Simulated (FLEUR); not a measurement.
**GdN: one coupling from two orders, and a test**

Aim: get Heisenberg couplings of GdN from the energies of collinear orders, with pencil and paper, and test them on an order left out of the fit.

Calculated with FLEUR MaX-R8.1; PBEsol with U = 6.7 eV, J = 0.7 eV on Gd f; all-electron FLAPW, Dirac cores, scalar-relativistic bands.

The database entry behind the starting cell differs from later determinations by our own check (about 0.3 % long), so it need not match the best structure at ambient conditions.

**1. The starting structure**

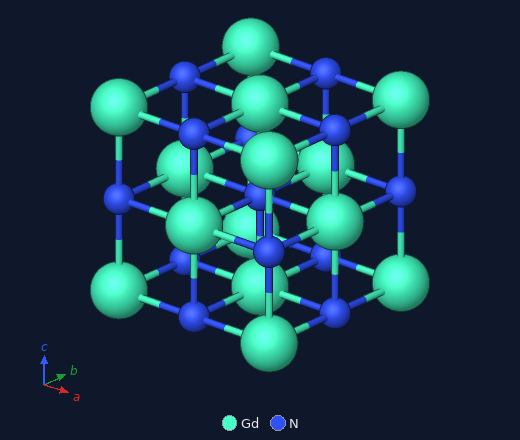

The starting structure, seen from a free direction (gadolinium teal, nitrogen blue). This picture shows the conventional cell, with its axes. Some periodic images of atoms are drawn too.

**2. The parallel order**

All energies count from this run. The U counters the self-interaction that shrinks the moments of a localised shell.

The file n_mmp_mat seeds the f occupations with whole cubic orbitals by Hund's first rule, so that the U acts from the first pass. inpgen writes inp.xml from crystal.txt; cutoffs, mixing, functional, smearing and local orbitals are then set in the file. The k list default-1 (kpts.xml, not shown) is a Γ-centred 8×8×8 mesh; where the ranks do not divide the number of points, some are split in two of half the weight.

Contents of inp.xml:

```
<?xml version="1.0" encoding="UTF-8" standalone="no"?>
<fleurInput fleurInputVersion="0.39">
   <comment>
      GdN
   </comment>
   <calculationSetup>
      <cutoffs Kmax="3.61" Gmax="10.8" GmaxXC="10.8" numbands="0"/>
      <scfLoop itmax="130" minDistance="0.0001" maxIterBroyd="15" imix="Anderson" alpha="0.05" precondParam="0.0" spinf="2.0" sdNocoIR="T"/>
      <coreElectrons ctail="T" frcor="F" kcrel="0" coretail_lmax="0"/>
      <xcFunctional name="PBEs" relativisticCorrections="F"/>
      <magnetism jspins="2"/>
      <soc l_soc="F" theta="0.0" phi="0.0" spav="F"/>
      <expertModes spex="0" secvar="F"/>
      <geometryOptimization l_f="F" forcealpha="1.0" forcemix="BFGS" epsdisp="0.00001" epsforce="0.00001"/>
      <ldaU l_linMix="F" mixParam="0.05" spinf="1.0"/>
   </calculationSetup>
   <cell>
      <bzIntegration valenceElectrons="23.0" mode="hist" fermiSmearingEnergy="0.00110248">
         <kPointListSelection listName="default-1"/>
         <xi:include xmlns:xi="http://www.w3.org/2001/XInclude" href="kpts.xml"> </xi:include>
      </bzIntegration>
      <xi:include xmlns:xi="http://www.w3.org/2001/XInclude" href="sym.xml"> </xi:include>
      <bulkLattice scale="1.0">
         <bravaisMatrix>
            <row-1>    0.0000000000000000     4.7233704484376995     4.7233704484376995</row-1>
            <row-2>    4.7233704484376995     0.0000000000000000     4.7233704484376995</row-2>
            <row-3>    4.7233704484376995     4.7233704484376995     0.0000000000000000</row-3>
         </bravaisMatrix>
      </bulkLattice>
   </cell>
   <atomSpecies>
      <species name="Gadolinium7.000" element="Gd" atomicNumber="64">
         <mtSphere radius="2.8" gridPoints="925" logIncrement="0.014"/>
         <atomicCutoffs lmax="10" lnonsphr="8"/>
         <electronConfig flipSpins="F">
            <coreConfig>(1s1/2) (2s1/2) (2p1/2) (2p3/2) (3s1/2) (3p1/2) (3p3/2) (4s1/2) (3d3/2) (3d5/2) (4p1/2) (4p3/2) (4d3/2) (4d5/2)</coreConfig>
            <valenceConfig>(5s1/2) (5p1/2) (5p3/2) (6s1/2) (4f5/2) (4f7/2) (5d3/2) (5d5/2)</valenceConfig>
            <stateOccupation state="(4f5/2)" spinUp="2.5" spinDown="0.5"/>
            <stateOccupation state="(4f7/2)" spinUp="4.0" spinDown="0.0"/>
            <stateOccupation state="(5d3/2)" spinUp="0.4" spinDown="0.0"/>
            <stateOccupation state="(5d5/2)" spinUp="0.6" spinDown="0.0"/>
         </electronConfig>
         <energyParameters s="6" p="6" d="5" f="4"/>
         <ldaU l="3" U="6.7" J="0.7" l_amf="F"/>
         <lo type="SCLO" l="0" n="5" eDeriv="0"/>
         <lo type="SCLO" l="1" n="5" eDeriv="0"/>
      </species>
      <species name="Nitrogen (N)" element="N" atomicNumber="7">
         <mtSphere radius="1.66" gridPoints="549" logIncrement="0.019"/>
         <atomicCutoffs lmax="6" lnonsphr="4"/>
         <electronConfig flipSpins="F">
            <coreConfig>(1s1/2)</coreConfig>
            <valenceConfig>(2s1/2) (2p1/2) (2p3/2)</valenceConfig>
            <stateOccupation state="(2p1/2)" spinUp="0.500000" spinDown="0.500000"/>
            <stateOccupation state="(2p3/2)" spinUp="1.000000" spinDown="1.000000"/>
         </electronConfig>
         <energyParameters s="2" p="2" d="3" f="4"/>
      </species>
   </atomSpecies>
   <atomGroups>
      <atomGroup species="Gadolinium7.000">
         <relPos label="                   1">.0000000000 .0000000000 .0000000000</relPos>
         <force calculate="T" relaxXYZ="TTT"/>
      </atomGroup>
      <atomGroup species="Nitrogen (N)">
         <relPos label="                   2">1.000/2.000 1.000/2.000 1.000/2.000</relPos>
         <force calculate="T" relaxXYZ="TTT"/>
      </atomGroup>
   </atomGroups>
   <output dos="F" band="F" slice="F">
      <bandDOS minEnergy="-.5*Htr" maxEnergy="0.5*Htr" sigma="0.015" storeEVData="T"/>
      <plotting iplot="0" polar="F">
         <plot TwoD="T" vec1="  1.0  0.0  0.0" vec2="  0.0  1.0  0.0" vec3="  0.0  0.0  1.0" zero="  0.0  0.0  0.0" file="plot"/>
      </plotting>
      <moessbauerParams electricFieldGradient="F" isomerShift="F" coreHyperfine="F" valenceHyperfine="F"/>
   </output>
</fleurInput>
```

Contents of crystal.txt:

```
GdN
&input film=F cartesian=F /
0.00000000000  2.49950000000  2.49950000000
2.49950000000  0.00000000000  2.49950000000
2.49950000000  2.49950000000  0.00000000000
1.8897261246
1.0 1.0 1.0

2
64 0.00000000000  0.00000000000  0.00000000000 : 7.000
7 0.50000000000  0.50000000000  0.50000000000

&kpt div1=8 div2=8 div3=8 gamma=T /
```

On the command line:

```
> OMP_NUM_THREADS=1 inpgen -f crystal.txt > inpgen.log  # inp.xml is then edited as shown
> OMP_NUM_THREADS=1 mpirun -n 4 fleur_MPI > fleur.log
```

What it wrote:

```text
Welcome to FLEUR        (www.flapw.de)
      MaX-Release 8.1          (www.max-centre.eu)

 ========== k-point set info ==========
 Selected k-point list: default-1
 k-point list type: mesh
 0 x 0 x 0
 Number of k points: 32

 [... set-up left out ...]
 Iteration:     1   Distance:      27.32660264 me/bohr^3
 Iteration:     2   Distance:      26.32460164 me/bohr^3
 Iteration:     3   Distance:      19.86077478 me/bohr^3
 Iteration:     4   Distance:      13.77884734 me/bohr^3
 Iteration:     5   Distance:       2.48049726 me/bohr^3
[...]
[... left out ...]
            <freeEnergy value="-11331.3861124653"/>
            <extrapolationTo0K value="-11331.3861056749"/>
         </totalEnergy>
         [... left out ...]
         <ldaUDensityMatrixConvergence>
            <distance spin="1" distance="0.000000"/>
            <distance spin="2" distance="0.000000"/>
         </ldaUDensityMatrixConvergence>
         <densityConvergence units="me/bohr^3">
            <chargeDensity spin="1" distance="0.0000696520"/>
            <chargeDensity spin="2" distance="0.0000304922"/>
            <overallChargeDensity distance="0.0000591373"/>
            <spinDensity distance="0.0000898062"/>
         </densityConvergence>
      </iteration>
```

Run time: 9.8 s. Hardware: 4 MPI ranks of Arm Neoverse V2, shared host; peak memory 0.22 GiB; 38 s of CPU time.

Spin moment in the muffin-tin sphere by atom:

```csv
atom,spin moment in the muffin-tin sphere (μB)
Gd1,7.05
N2,-0.11
```

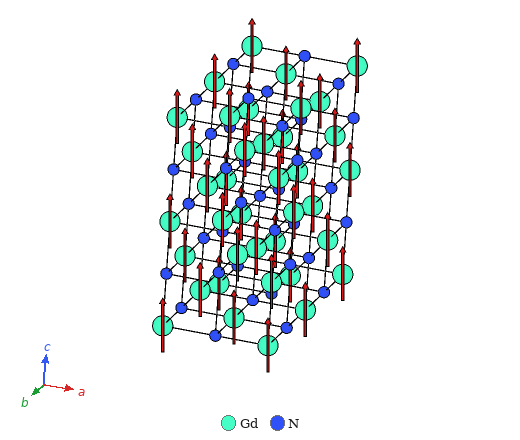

Spin moment in the muffin-tin sphere as arrows, the longest 7.05 μB. Up and down stand for the sign. Arrows give size and sign along the axis of quantisation, drawn up and down the page. 1×2×2 conventional cells are drawn. Some periodic images of atoms are drawn too.

Read from the output:

```
free energy                                                       : -308342.7242 eV
program's band gap on this mesh (in a metal only a level spacing) : 0.1277 eV
magnetization                                                     : 7.000 μB
final state                                                       : ferromagnetic, with opposed induced moments
```

After 18 cycles the largest moment stands at 7.05 μB.

**3. The orders used for the fit**

The other orders were run with the same settings, on meshes that hold the same points. Free energies are divided by the number of Gd atoms; q is in fractions of the reciprocal vectors of the first run's cell.

```csv
order,atoms,mesh,free energy (eV),eV per Gd,largest moment (μB)
F +,2,8×8×8,-308342.7242,-308342.7242,7.05
"AF q=(0,1/2,1/2) +-",4,8×4×8,-616685.4329,-308342.7165,7.03
```

**4. Counting neighbours**

With E = −Σ J e_i·e_j over ordered pairs of unit vectors, turning a neighbour from parallel to opposed costs 2J a Gd atom. So an order lies 2 Σ n J over the parallel one, n being the opposed neighbours in each shell.

```csv
shell,distance (Å),neighbours,"opposed in AF q=(0,1/2,1/2) +-","opposed in AF q=(0,0,1/2) +-"
J1,3.53,12,8,6
J2,5.00,6,0,6
```

Only J1 is kept.

**5. Solving**

```
2 × 8 × J1 = +7.7 meV    (AF q=(0,1/2,1/2) +-)
J1 = +0.48 meV
```

**6. The test**

The couplings now give the orders that were left out:

```
2 × 6 × (+0.48) = +5.8 meV    (AF q=(0,0,1/2) +-)
```

The runs themselves:

```csv
order,atoms,mesh,free energy (eV),eV per Gd,largest moment (μB),over the parallel order (meV),foretold (meV)
"AF q=(0,0,1/2) +-",4,8×8×4,-616685.4401,-308342.7200,7.05,+4.2,+5.8
```

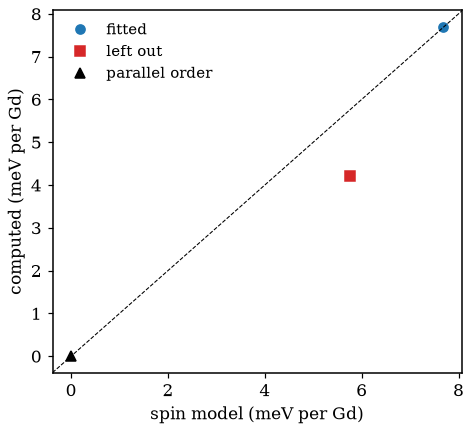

Computed energies of the orders against the model; the dashed line marks agreement.

**7. One more shell**

One try is to add the next shell, though changing moments can also cause the miss. Both differences then fix both couplings, and no order is left for a test.

```
2 × 8 × J1 = +7.7 meV    (AF q=(0,1/2,1/2) +-)
2 × 6 × J1 + 2 × 6 × J2 = +4.2 meV    (AF q=(0,0,1/2) +-)
J1 = +0.48 meV
J2 = -0.13 meV
```

**8. Outcome**

| Property | Result |
| --- | --- |
| effective coupling of the reversed pairs, counted on J1 (Gd–Gd at 3.53 Å) | 0.48 meV |
| largest miss on the orders left out | 1.6 meV |
| J1 with two shells | 0.48 meV |
| J2 with two shells | -0.13 meV |

What this shows: The model misses the order left out by 1.6 meV, 20 % of the largest distance from the parallel order, so it holds only roughly. With the next shell added the couplings are J1 = +0.48 and J2 = -0.13 meV, untested. The largest moments of the orders differ by 0.25 % of the greatest. One difference fixes one number: it sums all reversed shells and need not be the coupling of the nearest one, even in sign. The f shell is half filled, so the spin-only picture is fair.

[Logs and program files are shortened in this print: banners, set-up blocks, solver, clock and traceback lines can be left out without a mark of their own.]

[Logs are printed without paths, hosts, clocks, repeated set-up lines and the standing remarks that a program may print on its own settings, such as how far it seeks lower states.]

[Hosts, paths, dates, database ids (printed as entryN), source tags and the programs' standing remarks are cut or masked in the printed files.]

[Where a cell is said to come from a database of computed structures, the database is the Materials Project.]
